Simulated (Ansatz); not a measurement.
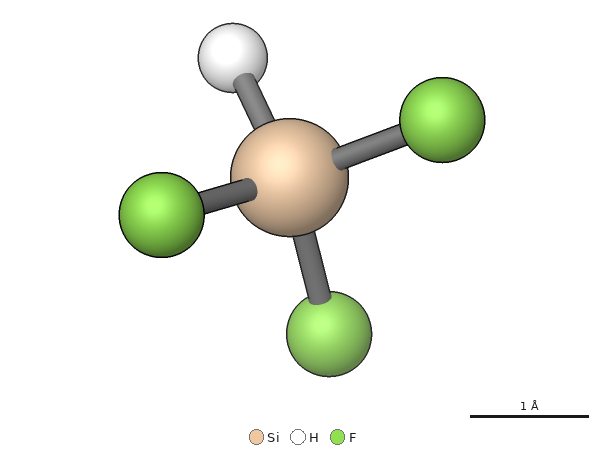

The picture shows a molecular structure as a ball-and-stick model. Every bond is drawn as one stick, whatever its order.

The geometry was computed by an optimisation with PBE0-D4/def2-TZVP.

Identify the structure.

It has 5 atoms: 3 fluorine, 1 hydrogen and 1 silicon (F3HSi). The point group is C3v. Coordination: 1 Si tetrahedral.

More results for the same structure follow; atom numbers are the same in all pictures, views and colours differ.

Vibrations

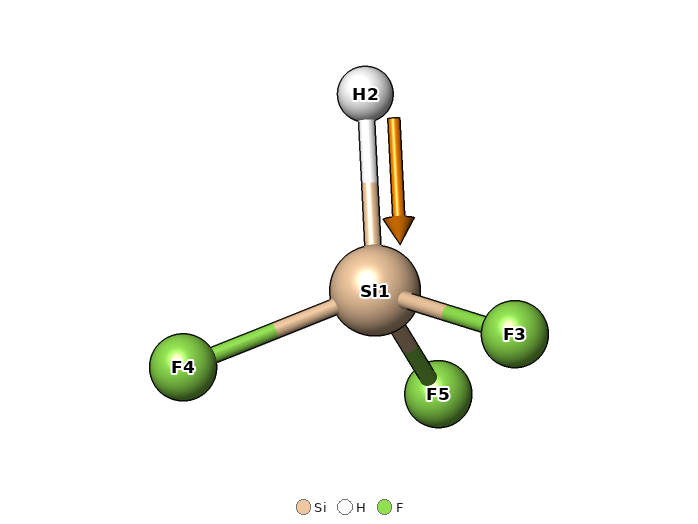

The arrows show one normal mode. Harmonic vibrations computed with RKS PBE0-D4/def2-TZVP (Ansatz 0.2.0) at a stationary point of the same level.

What kind of motion is it?

Answer. Mostly Si–H stretching.

At what wavenumber does it lie?

Answer. 2360 cm⁻¹; it is mode 9 of 9 counted from the lowest.

Charges

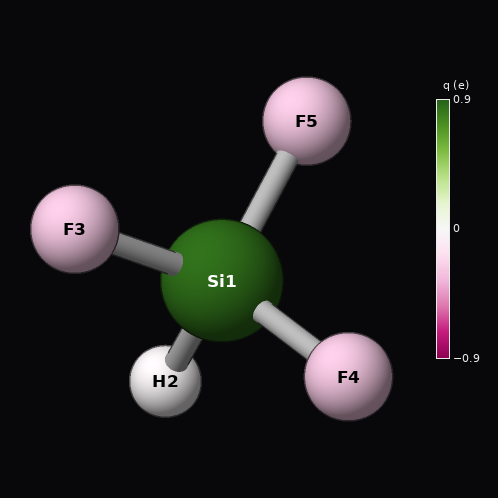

Atoms are coloured by their Mulliken charges. Method: RKS PBE0-D4/def2-TZVP (Ansatz 0.2.0).

List the Mulliken charges.

```json
{"atom": "Si1", "value (e)": "0.86"}
{"atom": "H2", "value (e)": "−0.02"}
{"atom": "F3", "value (e)": "−0.28"}
{"atom": "F4", "value (e)": "−0.28"}
{"atom": "F5", "value (e)": "−0.28"}
```

Dipole moment

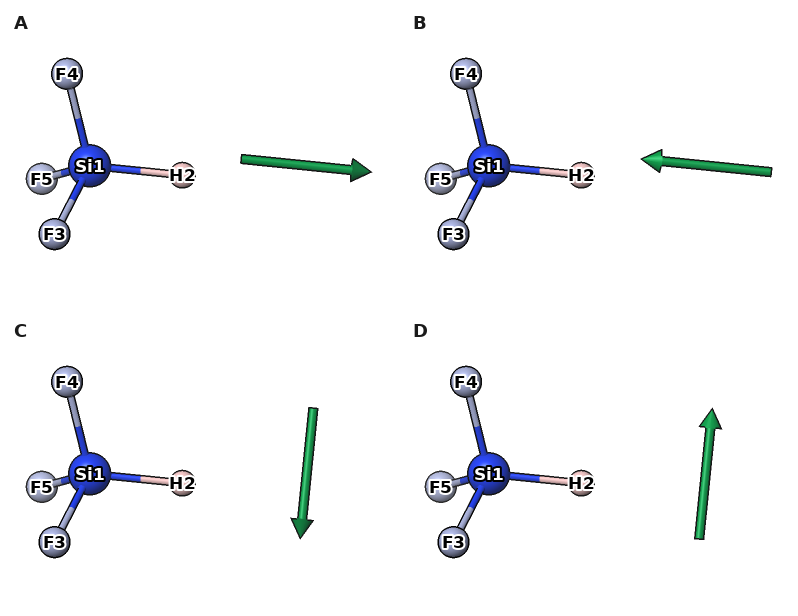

The same molecule four times, each with an arrow. Properties computed with RKS PBE0-D4/def2-TZVP (Ansatz 0.2.0).

Which arrow points along the dipole moment, from the negative to the positive end?

Answer. A. The dipole moment is 1.32 D; it points from the side of F3, F4, F5 to the side of H2 (the outermost atoms at the two ends).

Mulliken values depend strongly on the basis set and can even reverse the polarity of a bond.
